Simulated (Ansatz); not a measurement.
```yaml
atoms:
  - { symbol: N, position_ang: [-1.3303, 0.2803, -0.2110] }
  - { symbol: C, position_ang: [-0.2490, -0.5775, 0.1304] }
  - { symbol: C, position_ang: [0.1137, -1.9750, -0.5519] }
  - { symbol: C, position_ang: [-0.4673, -1.8681, 0.7948] }
  - { symbol: O, position_ang: [-1.0233, -2.4518, 1.6849] }
  - { symbol: H, position_ang: [-1.2043, 0.6947, -1.1343] }
  - { symbol: H, position_ang: [-2.2229, -0.2096, -0.2033] }
  - { symbol: H, position_ang: [0.6713, -0.0488, 0.4222] }
  - { symbol: H, position_ang: [-0.5449, -2.3908, -1.3274] }
  - { symbol: H, position_ang: [1.1825, -2.1645, -0.7069] }
```

Method: Ansatz, RKS r2SCAN-D4/def2-SVP.

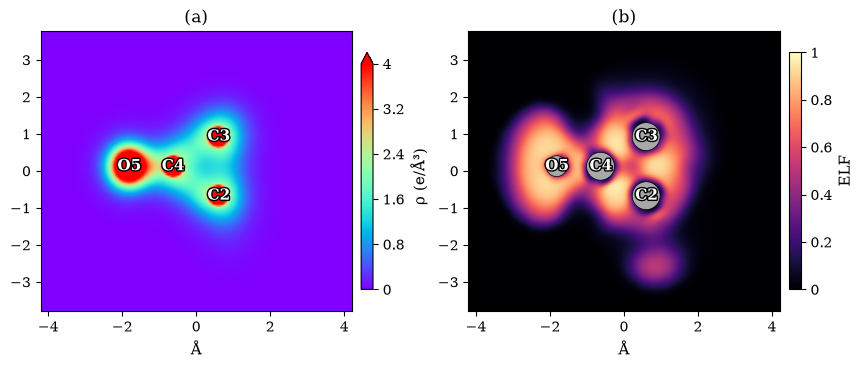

C₃H₅NO (SMILES NC1CC1=O). (a) electron density; (b) ELF on the plane of atoms C2, C4 and C3. Grey discs cover the atomic cores in the ELF map.

What do the fields say about this system?

- The section cuts through C and O sites.
- C–O (1.20 Å): the density is about 3.3 e/Å³ at the midpoint; the ELF peaks at about 0.85 between the atoms: a multiple bond.
- C–C (1.47 Å): ρ is about 1.8 e/Å³ halfway; the ELF peaks at about 0.90 between the atoms: localised, covalent bonding.
- C–C (1.60 Å): ρ at the midpoint is about 1.4 e/Å³; the ELF peaks at about 0.85 between the atoms: localised, covalent bonding.
- The ELF also peaks beside O5, away from the bonds: lone-pair regions.
